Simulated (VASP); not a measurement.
# Janus MoSSe monolayer and its bilayer, part 3 of 9

Aim: relax Janus MoSSe monolayer, place its levels against the vacuum, then find how two sheets stack and bind.

VASP 6.6.1, plane waves and PAW; the level of theory is named at each step.

So far. Step 2 (Relaxing the monolayer): The run ended after 8 ionic steps, 0.104 eV below its first step, once forces and stress met EDIFFG = -0.015. Step 3 (A second relaxation): The start already met the threshold, so nothing moved.

### 4. Vacuum level and density of states

Level of this step: r2SCAN with rVV10, no spin polarisation; plane waves and PAW (Mo, S, Se) (VASP).

A static run writes the electrostatic potential without exchange and correlation (LVHAR), which is flat in the vacuum and gives the level to count from. The dipole correction cancels the field that unlike faces would set up across the vacuum.

Input file INCAR:

```
SYSTEM = MoSeS
PREC = Normal
ENCUT = 350
EDIFF = 1E-06
NELM = 120
ISMEAR = 0
SIGMA = 0.03
LREAL = .FALSE.
ALGO = Normal
METAGGA = R2SCAN
LUSE_VDW = .TRUE.
IVDW_NL = 2
BPARAM = 11.95
CPARAM = 0.0093
LASPH = .TRUE.
NBANDS = 15
LORBIT = 11
LWAVE = .FALSE.
LCHARG = .TRUE.
IDIPOL = 3
LDIPOL = .TRUE.
DIPOL = 0.5 0.5 0.5
LVHAR = .TRUE.
LVACPOTAV = .TRUE.
NEDOS = 1500
LELF = .TRUE.
```

Input file POSCAR:

```
MoSeS
1.0
    3.2369693496      0.0000000000      0.0000000000
   -1.6184846748      2.8032976880      0.0000000000
    0.0000000000      0.0000000000     22.0000000000
Mo S Se
1 1 1
Direct
    0.3333333333      0.6666666667      0.4974849633
    0.6666666667      0.3333333333      0.4280636568
    0.6666666667      0.3333333333      0.5744513799
```

Input file KPOINTS:

```
Automatic mesh
0
Gamma
12 12 1
0 0 0
```

Input file KPOINTS_OPT:

```
Line mode
14
Line-mode
Reciprocal
  0.00000000   0.00000000   0.00000000 GAMMA
  0.50000000   0.00000000   0.00000000 M

  0.50000000   0.00000000   0.00000000 M
  0.33333333   0.33333333   0.00000000 K

  0.33333333   0.33333333   0.00000000 K
  0.00000000   0.00000000   0.00000000 GAMMA
```

Potentials, in the order of the species: Mo, S and Se (PBE family, release 64).

On the command line:

```console
$ mpirun -np 4 vasp_std
```

The log of the run:

```text
[banner, memory and clock lines left out]
running    4 mpi-ranks, on    1 nodes
 distrk:  each k-point on    4 cores,    1 groups
 distr:  one band on    1 cores,    4 groups

 POSCAR found type information on POSCAR MoS Se
 POSCAR found :  3 types and       3 ions
 [... a notice as in an earlier step ...]

 [... a notice as in an earlier step ...]

 LDA part: xc-table for (None), standard interpolation
|                                                                             |
|           W    W    AA    RRRRR   N    N  II  N    N   GGGG   !!!           |
|           W    W   A  A   R    R  NN   N  II  NN   N  G    G  !!!           |
|           W    W  A    A  R    R  N N  N  II  N N  N  G       !!!           |
|           W WW W  AAAAAA  RRRRR   N  N N  II  N  N N  G  GGG   !            |
|           WW  WW  A    A  R   R   N   NN  II  N   NN  G    G                |
|           W    W  A    A  R    R  N    N  II  N    N   GGGG   !!!           |
|                                                                             |
|     The number of bands has been changed from the values supplied in        |
|     The orbitals not found in the WAVECAR file will be initialized with     |
|     random numbers, which is usually adequate. For correlated               |
|     calculations, however, you should redo the groundstate calculation.     |
|     I found NBANDS = 15. Now, NBANDS = 16.                                  |
|                                                                             |

 POSCAR, INCAR and KPOINTS ok, starting setup
 FFT: planning ... GRIDC
 FFT: planning ... GRID_SOFT
 FFT: planning ... GRID
 WAVECAR not read
 entering main loop
       N       E                     dE             d eps       ncg     rms          rms(c)
Total rVV10 correction in eV:      0.5647501    25.1424134
DAV:   1     0.760054956063E+02    0.76005E+02   -0.50621E+03   608   0.608E+02
DAV:   2    -0.433143758655E+02   -0.11932E+03   -0.11011E+03   864   0.151E+02
DAV:   3    -0.541733085492E+02   -0.10859E+02   -0.10722E+02   840   0.561E+01
DAV:   4    -0.543696041912E+02   -0.19630E+00   -0.19572E+00   720   0.885E+00
DAV:   5    -0.543744006418E+02   -0.47965E-02   -0.47945E-02   872   0.133E+00    0.229E+01
Total rVV10 correction in eV:      0.5640242    25.1433023
DAV:   6    -0.507431059289E+02    0.36313E+01   -0.60506E+00   792   0.181E+01    0.828E+00
Total rVV10 correction in eV:      0.5584798    25.1454868
DAV:   7    -0.505249057120E+02    0.21820E+00   -0.29094E+00   824   0.153E+01    0.732E+00
Total rVV10 correction in eV:      0.5596840    25.1448580
DAV:   8    -0.503041283006E+02    0.22078E+00   -0.40959E-01   768   0.583E+00    0.913E-01
Total rVV10 correction in eV:      0.5610095    25.1449839
DAV:   9    -0.503173876078E+02   -0.13259E-01   -0.52418E-02   784   0.180E+00    0.276E-01
Total rVV10 correction in eV:      0.5623910    25.1448618
DAV:  10    -0.503175713383E+02   -0.18373E-03   -0.40455E-03   760   0.523E-01    0.176E-01
Total rVV10 correction in eV:      0.5638142    25.1446716
DAV:  11    -0.503183015535E+02   -0.73022E-03   -0.17482E-03   760   0.264E-01    0.100E-01
Total rVV10 correction in eV:      0.5640561    25.1445010
DAV:  12    -0.503185752259E+02   -0.27367E-03   -0.21545E-04   864   0.105E-01    0.732E-02
Total rVV10 correction in eV:      0.5649864    25.1441172
DAV:  13    -0.503192618438E+02   -0.68662E-03   -0.34638E-04   704   0.116E-01    0.343E-02
Total rVV10 correction in eV:      0.5654214    25.1438747
DAV:  14    -0.503195243124E+02   -0.26247E-03   -0.75974E-05   728   0.554E-02    0.230E-02
Total rVV10 correction in eV:      0.5663642    25.1431797
DAV:  15    -0.503201696656E+02   -0.64535E-03   -0.26791E-04   616   0.933E-02    0.216E-02
Total rVV10 correction in eV:      0.5665705    25.1429900
DAV:  16    -0.503202955665E+02   -0.12590E-03   -0.24945E-05   768   0.306E-02    0.630E-03
Total rVV10 correction in eV:      0.5668204    25.1426981
DAV:  17    -0.503204815570E+02   -0.18599E-03   -0.49411E-05   656   0.421E-02    0.799E-03
Total rVV10 correction in eV:      0.5668896    25.1425426
DAV:  18    -0.503205870386E+02   -0.10548E-03   -0.41159E-05   720   0.351E-02    0.250E-03
Total rVV10 correction in eV:      0.5669045    25.1424850
DAV:  19    -0.503206199156E+02   -0.32877E-04   -0.61907E-06   760   0.124E-02    0.185E-03
Total rVV10 correction in eV:      0.5669055    25.1424233
DAV:  20    -0.503206498856E+02   -0.29970E-04   -0.75777E-06   712   0.139E-02    0.118E-03
Total rVV10 correction in eV:      0.5669016    25.1424163
DAV:  21    -0.503206524083E+02   -0.25227E-05   -0.45465E-07   696   0.454E-03    0.468E-04
Total rVV10 correction in eV:      0.5669005    25.1424135
DAV:  22    -0.503206545732E+02   -0.21649E-05   -0.27278E-07   592   0.440E-03    0.248E-04
Total rVV10 correction in eV:      0.5669003    25.1424140
DAV:  23    -0.503206545337E+02    0.39439E-07   -0.15204E-07   632   0.376E-03
|                                                                             |
|           W    W    AA    RRRRR   N    N  II  N    N   GGGG   !!!           |
|           W    W   A  A   R    R  NN   N  II  NN   N  G    G  !!!           |
|           W    W  A    A  R    R  N N  N  II  N N  N  G       !!!           |
|           W WW W  AAAAAA  RRRRR   N  N N  II  N  N N  G  GGG   !            |
|           WW  WW  A    A  R   R   N   NN  II  N   NN  G    G                |
|           W    W  A    A  R    R  N    N  II  N    N   GGGG   !!!           |
|                                                                             |
|     Did not find any points to average over, which means that no vacuum     |
|     field-free region was found. Please increase the size of  your cell     |
|     in the dimension of the dipole correction to obtain accurate            |
|     workfunction values.                                                    |
|                                                                             |

Total rVV10 correction in eV:      0.5668992    25.1424162
Total rVV10 correction in eV:      0.5669002    25.1424145
   1 F= -.50320655E+02 E0= -.50320655E+02  d E =-.211641E-12
 Start KPOINTS_OPT (optional k-point list driver)
k-point batch [1-19\42]
       N       E                     dE             ncg
DAV:   1    -0.385118417172E+03   -0.65554E+04      608
DAV:   3    -0.273877214654E+04   -0.19017E+03      832
DAV:   4    -0.274176896895E+04   -0.29968E+01      728
DAV:   5    -0.274183897528E+04   -0.70006E-01      808
DAV:   6    -0.274184190268E+04   -0.29274E-02      808
DAV:   7    -0.274184203066E+04   -0.12799E-03      832
DAV:   8    -0.274184203658E+04   -0.59107E-05      760
DAV:   9    -0.274184203695E+04   -0.37075E-06      568
[...]
k-point batch [39-42\42]
       N       E                     dE             ncg
DAV:   1     0.694217940928E+04   -0.20790E+03      128
DAV:   2     0.655447889689E+04   -0.38770E+03      200
DAV:   3     0.651705828082E+04   -0.37421E+02      168
DAV:   4     0.651632094104E+04   -0.73734E+00      136
DAV:   5     0.651629769451E+04   -0.23247E-01      160
DAV:   6     0.651629654745E+04   -0.11471E-02      144
DAV:   7     0.651629649706E+04   -0.50388E-04      168
DAV:   8     0.651629649518E+04   -0.18748E-05      160
DAV:   9     0.651629649517E+04   -0.16437E-07       88
```

It took 77 s on 4 MPI ranks of Intel Xeon Platinum 8488C (Sapphire Rapids), shared host; peak memory 0.74 GiB.

Parts of OUTCAR (step 4):

```text
The static configuration has the point symmetry C_3v.

 Found     19 irreducible k-points:

   k-points           NKPTS =     19   k-points in BZ     NKDIM =     19   number of bands    NBANDS=     16

   NELECT =      18.0000    total number of electrons

 dipolmoment           0.000000      0.000000     -0.036558 electrons x Angstroem

 E-fermi :  -2.7465

 k-point     1 :       0.0000    0.0000    0.0000
  band No.  band energies     occupation
    ...
      5      -5.4871      2.00000
      6      -4.8758      2.00000
      7      -4.1686      2.00000
      8      -4.1686      2.00000
      9      -2.8928      2.00000
     10       0.1497      0.00000
     11       0.1497      0.00000
     12       0.4713      0.00000
     13       0.4713      0.00000
     14       2.4596      0.00000
    ...

 k-point     2 :       0.0833    0.0000    0.0000
  band No.  band energies     occupation
    ...
      5      -5.4033      2.00000
      6      -5.1288      2.00000
      7      -4.3117      2.00000
      8      -4.0543      2.00000
      9      -2.9327      2.00000
     10      -0.0169      0.00000
     11       0.0968      0.00000
     12       0.2274      0.00000
     13       0.4171      0.00000
     14       2.6238      0.00000
    ...

  Total       -0.0002743     -0.0002743     -0.0838332      0.0000000     -0.0000000      0.0000000
  in kB       -0.0022018     -0.0022018     -0.6728156      0.0000000     -0.0000000      0.0000000
  external PRESSURE =      -0.2257397 kB  Pullay stress =       0.0000000 kB

 POSITION                                       TOTAL-FORCE (eV/Angst)
 -----------------------------------------------------------------------------------
     -0.00000      1.86887     10.94467         0.000000     -0.000000     -0.006380
      1.61848      0.93443      9.41740        -0.000000     -0.000000      0.012160
      1.61848      0.93443     12.63793        -0.000000      0.000000     -0.005780
 -----------------------------------------------------------------------------------
    total drift:                               -0.000003      0.000013     -0.002141

  FREE ENERGIE OF THE ION-ELECTRON SYSTEM (eV)
  ---------------------------------------------------
  free  energy   TOTEN  =       -50.3206545337 eV

  energy  without entropy=      -50.3206545337  energy(sigma->0) =      -50.32065453

 vacuum level on the upper side and lower side of the slab         2.646         3.375

[... 10 parts as in an earlier step ...]

[... 3 further parts left out ...]
```

This step gave:

```yaml
fermi_energy: -2.747 eV
least_gap_on_mesh_and_path: 1.693 eV
least_direct_gap_on_mesh_and_path: 1.693 eV
vacuum_levels: 2.646, 3.375 eV
ionisation_potentials_of_the_upper_and_lower_face: 5.530, 6.258 eV
electron_affinities_of_the_upper_and_lower_face: 3.837, 4.566 eV
```

Electronic bands along the path, in eV, zero at the valence-band top; v1 is the highest filled band, c1 the lowest empty one:

```
point     v4     v3     v2     v1    c1    c2    c3    c4
    Γ  -1.99  -1.28  -1.28  -0.01  3.03  3.03  3.35  3.35
    M  -3.14  -1.99  -0.82  -0.65  2.21  2.66  4.06  4.43
    K  -3.65  -3.05  -2.23   0.00  1.69  3.04  3.53  4.97
    Γ  -1.99  -1.28  -1.28  -0.01  3.03  3.03  3.35  3.35
```

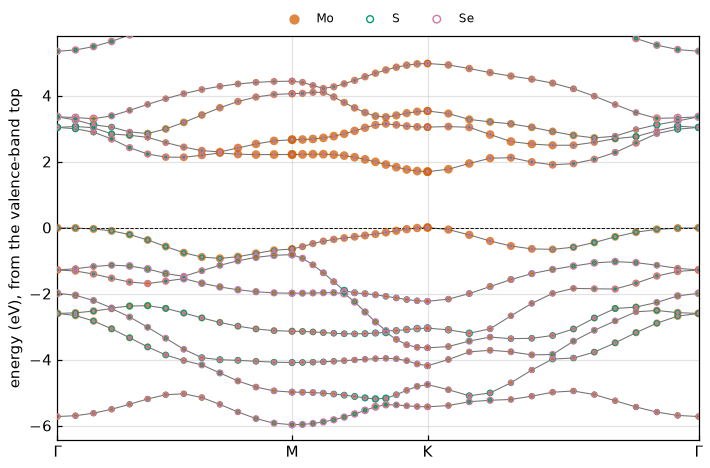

Electronic bands along the path; dots are coloured as in the legend, and their area grows with the weight.

Zero at the Fermi level. Planar average of the electrostatic potential against height:

```
height (Å)  planar average of the electrostatic potential (eV)
         0                                                5.76
         2                                                6.12
         4                                                6.12
         6                                                6.12
         8                                                5.56
        10                                               -6.71
        12                                               -6.56
        14                                                4.45
        16                                                5.39
        18                                                5.39
        20                                                5.39
```

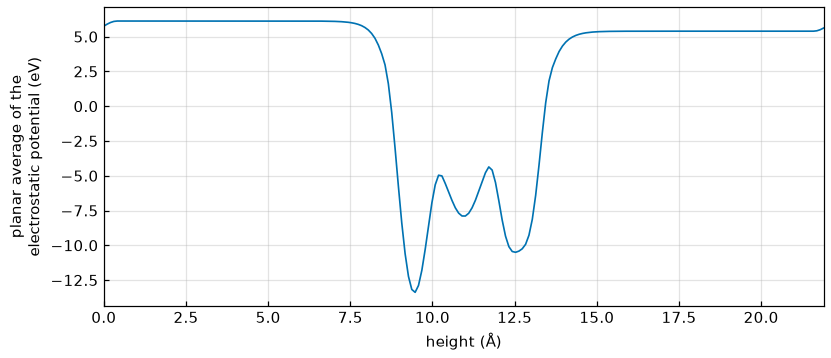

Planar average of the electrostatic potential, plotted against height.

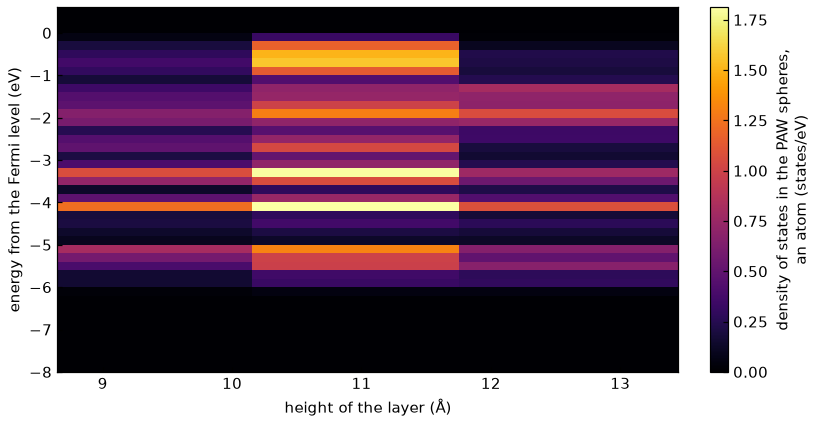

Density of states in the PAW spheres, an atom over height of the layer and energy from the Fermi level.

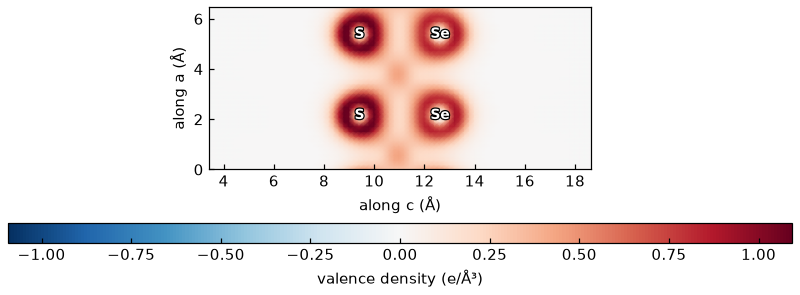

Valence density in the ca plane at fractional y = 0.333, with atoms of S and Se within 0.2 Å of it. It is the smooth field of the valence electrons, not physical close to the nuclei. The far vacuum is left out of the map.

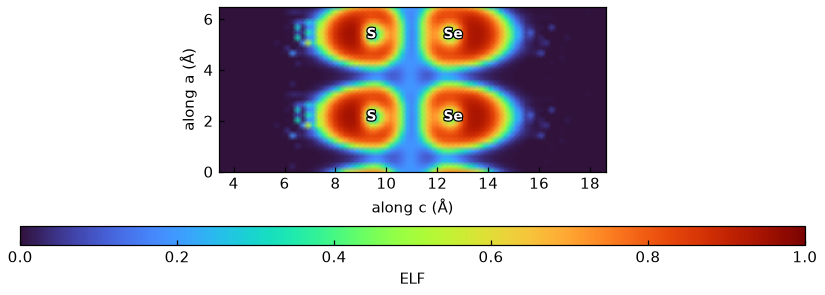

ELF in the ca plane at fractional y = 0.333, with atoms of S and Se within 0.2 Å of it. It is the smooth field of the valence electrons, not physical close to the nuclei. The far vacuum is left out of the map.

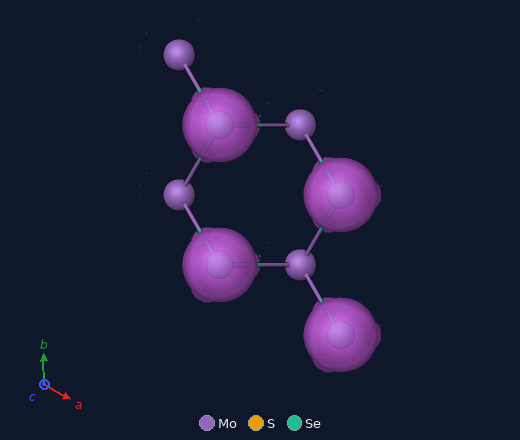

Surface of ELF = 0.85. 2×2×1 cells are drawn. S lies hidden behind other atoms in this view.

The map of layer states is cut here 0.5 eV above the Fermi level, so it leaves out the states above that.

The vacuum level lies 5.53 eV above the highest filled level at the upper face; the two faces differ by 0.73 eV, the step that the slab's dipole of -0.037 e·Å makes.

VASP counts the dipole in electrons times Å, so a positive number points the physical dipole along −c.

The program found no field-free point at its default tolerance, but its printed level agrees with the flat part of the planar average.

[end of part 3 of 9]

[Lines on the potential files, build, host, timing and source positions are cut from VASP's logs without a mark.]

[Logs are printed without paths, hosts, clocks, repeated set-up lines and the standing remarks that a program may print on its own settings, such as how far it seeks lower states.]

[Hosts, paths, dates, database ids (printed as entryN), source tags and the programs' standing remarks are cut or masked in the printed files.]

[Runs that stopped without an error message from VASP are left out.]
